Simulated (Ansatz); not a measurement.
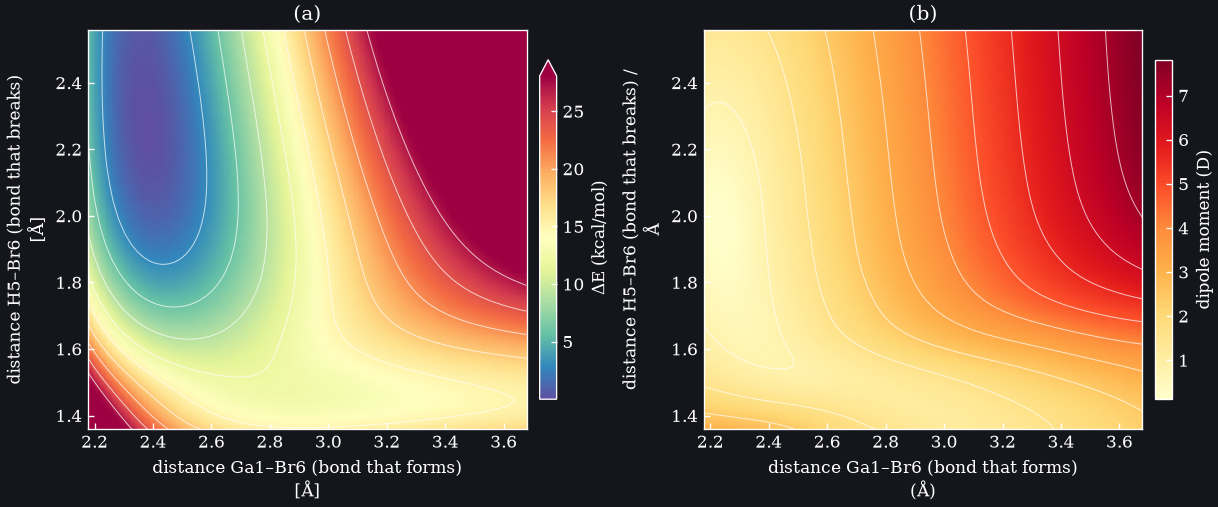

The reacting system BrFGaH3 (fragments FGaH₂ + BrH where the first distance is long, BrGaH₂ + FH where the second is long). 
- First axis: distance Ga1–Br6 (bond that forms). Second axis: distance H5–Br6 (bond that breaks).
- Relaxed at each point: all other coordinates.
- The grid has 11 × 11 points.
- Points are written as (first, second).
- Energies are in kcal/mol, from the lowest grid point.
- The reference is spin-restricted, so regions where a bond is pulled apart into radicals lie too high.
- Level of theory: Ansatz 0.2.0, RKS PBE0-D4/def2-SVP.

Panel (a) is the energy and panel (b) the computed dipole moment on the same grid.

In the figure: a smooth colour map with a few white contour lines, one colour for all values above the top of the scale. Between grid points the surface is interpolated.

### How does the dipole moment vary over the map, and what is it at the lowest grid point?

Leaving out the highest fifth of the energies, it runs from 0.2 D at (2.262 Å, 1.993 Å) to 5.6 D at (3.313 Å, 1.993 Å). At the lowest grid point, (2.379 Å, 2.267 Å), it is 1.1 D.
